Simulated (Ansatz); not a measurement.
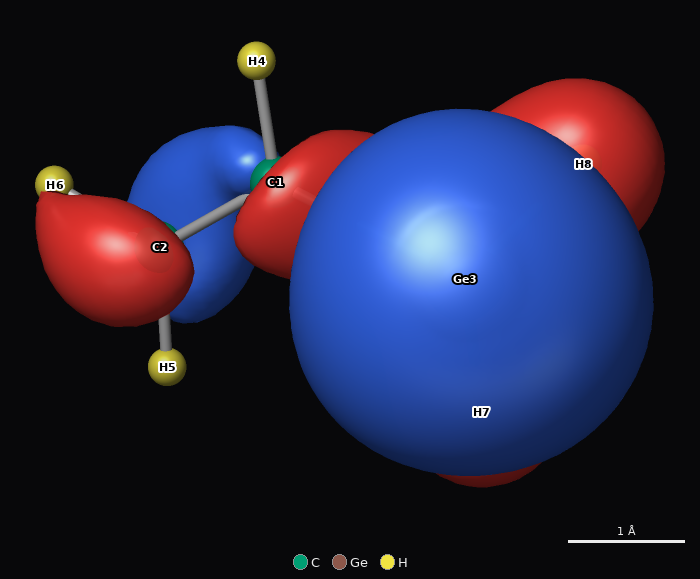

C$_{2}$H$_{5}$Ge (SMILES C=[CH][GeH2-]) (charge −1). The HOMO at ±0.1 Å⁻³ᐟ² (red and blue are the two phases), seen at a tilt.

Geometry: PBE0-D3(BJ)/def2-SVPD.

Theory: isolated molecule in a Gaussian basis; Kohn-Sham density functional theory, functional PBE0 in Ansatz.

```csv
atom,x (Å),y (Å),z (Å)
C,-0.5515,0.1830,0.9358
C,-0.4411,-0.6166,-0.1407
Ge,0.7257,0.4614,2.4585
H,-1.5381,0.6602,1.0673
H,0.4963,-1.1392,-0.3676
H,-1.2692,-0.7882,-0.8434
H,2.0626,0.1853,1.6105
H,0.7961,2.0588,2.2870
```

Question: What is the character of this orbital?

Answer: Its weight (Hirshfeld) is mainly on Ge3 (about 70 %), C2 (about 5 %), H8 (about 5 %), H7 (about 5 %) and C1 (about 5 %). Its energy is −0.13 eV.
